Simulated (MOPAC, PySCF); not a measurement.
Dissociation curve of SMILES B. The B1–H4 bond (B1 also carries H, H; H4 carries nothing else) is varied alone, starting from the PBE0/def2-TZVP optimised geometry.

```
4

B      0.0000     0.0000     0.0000
H      0.0000     1.0335    -0.5967
H      0.0001    -1.0335    -0.5967
H      0.0000     0.0000     1.1934
```

RHF/3-21G = restricted Hartree-Fock/3-21G run with PySCF; CASSCF(2,2)/cc-pVTZ (PySCF); UCCSD(T) = CCSD(T) on UHF/cc-pVTZ, 1 core orbital frozen (PySCF); AM1, restricted, heats of formation (MOPAC); UHF/3-21G = unrestricted Hartree-Fock/3-21G run with PySCF 2.14.0.

Energies are in kcal/mol, each relative to the lowest point of its own curve near equilibrium.

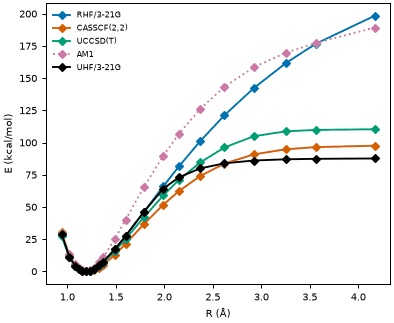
Fig. 1. Energy against bond length for each method.

```json
[
 {"R / Å": "0.94", "RHF/3-21G": "29.0", "CASSCF(2,2)": "30.1", "UCCSD(T)": "27.6", "AM1": "29.9", "UHF/3-21G": "29.0"},
 {"R / Å": "1.02", "RHF/3-21G": "11.4", "CASSCF(2,2)": "12.7", "UCCSD(T)": "11.0", "AM1": "13.5", "UHF/3-21G": "11.4"},
 {"R / Å": "1.08", "RHF/3-21G": "4.2", "CASSCF(2,2)": "5.2", "UCCSD(T)": "4.1", "AM1": "5.4", "UHF/3-21G": "4.2"},
 {"R / Å": "1.12", "RHF/3-21G": "1.5", "CASSCF(2,2)": "2.3", "UCCSD(T)": "1.6", "AM1": "2.1", "UHF/3-21G": "1.5"},
 {"R / Å": "1.15", "RHF/3-21G": "0.5", "CASSCF(2,2)": "0.9", "UCCSD(T)": "0.5", "AM1": "0.7", "UHF/3-21G": "0.5"},
 {"R / Å": "1.19", "RHF/3-21G": "0.0", "CASSCF(2,2)": "0.0", "UCCSD(T)": "0.0", "AM1": "0.0", "UHF/3-21G": "0.0"},
 {"R / Å": "1.23", "RHF/3-21G": "0.5", "CASSCF(2,2)": "0.0", "UCCSD(T)": "0.4", "AM1": "0.7", "UHF/3-21G": "0.5"},
 {"R / Å": "1.27", "RHF/3-21G": "1.8", "CASSCF(2,2)": "0.7", "UCCSD(T)": "1.5", "AM1": "2.5", "UHF/3-21G": "1.8"},
 {"R / Å": "1.33", "RHF/3-21G": "4.8", "CASSCF(2,2)": "2.9", "UCCSD(T)": "4.3", "AM1": "6.9", "UHF/3-21G": "4.8"},
 {"R / Å": "1.37", "RHF/3-21G": "7.5", "CASSCF(2,2)": "5.0", "UCCSD(T)": "6.7", "AM1": "10.8", "UHF/3-21G": "7.5"},
 {"R / Å": "1.49", "RHF/3-21G": "17.1", "CASSCF(2,2)": "12.8", "UCCSD(T)": "15.6", "AM1": "25.3", "UHF/3-21G": "17.1"},
 {"R / Å": "1.60", "RHF/3-21G": "27.4", "CASSCF(2,2)": "21.3", "UCCSD(T)": "25.1", "AM1": "40.1", "UHF/3-21G": "27.4"},
 {"R / Å": "1.79", "RHF/3-21G": "46.2", "CASSCF(2,2)": "36.7", "UCCSD(T)": "42.1", "AM1": "65.6", "UHF/3-21G": "46.2"},
 {"R / Å": "1.99", "RHF/3-21G": "66.1", "CASSCF(2,2)": "51.8", "UCCSD(T)": "59.0", "AM1": "89.8", "UHF/3-21G": "64.2"},
 {"R / Å": "2.15", "RHF/3-21G": "81.4", "CASSCF(2,2)": "62.3", "UCCSD(T)": "70.9", "AM1": "106.7", "UHF/3-21G": "73.0"},
 {"R / Å": "2.37", "RHF/3-21G": "101.1", "CASSCF(2,2)": "74.0", "UCCSD(T)": "84.5", "AM1": "126.1", "UHF/3-21G": "79.9"},
 {"R / Å": "2.62", "RHF/3-21G": "121.2", "CASSCF(2,2)": "83.6", "UCCSD(T)": "96.2", "AM1": "143.3", "UHF/3-21G": "83.9"},
 {"R / Å": "2.92", "RHF/3-21G": "142.1", "CASSCF(2,2)": "90.7", "UCCSD(T)": "104.8", "AM1": "158.3", "UHF/3-21G": "86.0"},
 {"R / Å": "3.25", "RHF/3-21G": "161.5", "CASSCF(2,2)": "94.7", "UCCSD(T)": "108.7", "AM1": "169.7", "UHF/3-21G": "87.0"},
 {"R / Å": "3.56", "RHF/3-21G": "176.6", "CASSCF(2,2)": "96.4", "UCCSD(T)": "109.8", "AM1": "177.1", "UHF/3-21G": "87.3"},
 {"R / Å": "4.17", "RHF/3-21G": "198.4", "CASSCF(2,2)": "97.5", "UCCSD(T)": "110.3", "AM1": "189.2", "UHF/3-21G": "87.6"}
]
```

At the longest distance, 4.17 Å, RHF/3-21G lies highest above its minimum (198.4 kcal/mol) and UHF/3-21G lowest (87.6 kcal/mol).

The restricted form behind RHF/3-21G, AM1 keeps the bonding electrons paired and can't separate into open-shell fragments. The unrestricted determinant behind UCCSD(T), UHF/3-21G is spin-contaminated at 1.99 to 4.17 Å (<S²> up to 1.0, against 0.00 for a pure singlet).
